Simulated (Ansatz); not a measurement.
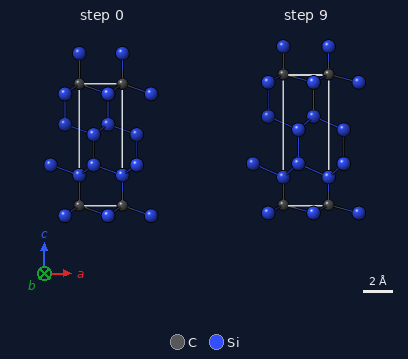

The structure of solid Si₅C (a generated structure, set up in P3m1) before (left) and after (right) a relaxation, at one scale.

The picture is a ball-and-stick view of the cell of the calculation, seen along the b axis.

Level of theory: DFT, PBE, plane waves, PAW in Ansatz 0.2.0.

The input:
```yaml
crystal:
  lattice:
    - [3.4347289504, 0.0, 0.0]
    - [-1.7173644752, 2.9745625262, 0.0]
    - [0.0, 0.0, 8.4133333333]
  atoms:
    - { symbol: C, position: [0.0, 0.0, 0.0] }
    - { symbol: Si, position: [0.6666666667, 0.3333333333, 0.6666666667] }
    - { symbol: Si, position: [0.3333333333, 0.6666666667, 0.3333333333] }
    - { symbol: Si, position: [0.6666666667, 0.3333333333, 0.9166666667] }
    - { symbol: Si, position: [0.3333333333, 0.6666666667, 0.5833333333] }
    - { symbol: Si, position: [0.0, 0.0, 0.25] }
kpoints:
  mp_grid: { grid: [12, 12, 4] }
hamiltonian:
  xc: pbe
scf:
  occupations: { method: fermi_dirac, width: 0.02 }
relax:
  f_tol: 0.005
  cell: {}
```

Launched with:
```bash
ansatz run input.yaml --threads 4 --pin off --max-ram 6451MiB --backend cpu --events-out ev --progress --plain --runs-dir out
```

**What changed between the two?**

The atom that moves furthest relative to the cell is Si6 (0.29 Å along −c). By element the largest moves are Si 0.29 Å, C 0.04 Å. The drawn cell changes as follows: a = b 3.435 → 3.612 Å (+5.2 %), c 8.413 → 9.022 Å (+7.2 %); the volume changes by +18.6 %. Some distances before and after: Si2–Si4 2.103 → 2.355 Å, Si3–Si5 2.103 → 2.347 Å, C1–Si6 2.103 → 1.921 Å, Si2–Si5 2.103 → 2.276 Å. Bond angles that change, for instance: Si6–Si3–Si6 109.5° → 104.5°, Si5–Si3–Si6 109.5° → 114.1°, C1–Si6–Si3 109.5° → 114.1°. The space group stays P3m1 (No. 156). The energy falls by 454 meV per atom in 7 accepted moves (9 points after the start). Largest force component: 5.6 eV/Å at the start, 0.0025 eV/Å at the end. Pressure: 32.58 GPa at the start and 0.00 GPa at the end. The SCF was repeated twice at an unchanged geometry on a basis and grid sized afresh for the cell, which shifted the energy by 3.1 meV per atom at most. The run took 24 s on 4 threads of Arm Neoverse V1, with other jobs on the host, peak memory 0.43 GiB.
